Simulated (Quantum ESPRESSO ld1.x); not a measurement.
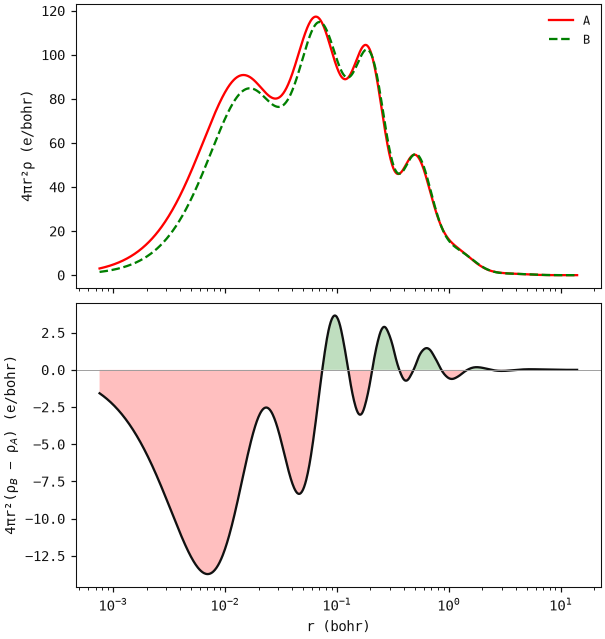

Atomic dysprosium (Dy) in [Xe] 4f10 6s2 (open shells shared over both j by 2j + 1) was computed with two values of the speed of light (atomic units): c = 137.036; c = 411.108. Theory: Dirac Kohn-Sham, LDA (Slater exchange, Perdew-Zunger correlation), spin-unpolarised, spherical densities, point nucleus (computed with Quantum ESPRESSO ld1.x 7.5).

The plot shows both radial densities and the radial density of run B less that of run A; on the logarithmic r axis, areas aren't charges.

### Which run is A and which is B? Where does the charge move?

A is c = 137.036; B is c = 411.108. B holds 0.95 electrons more than A where the difference is positive (most at r = 0.096 bohr) and 0.95 electrons fewer where it is negative (most at r = 0.0070 bohr), with no net change.
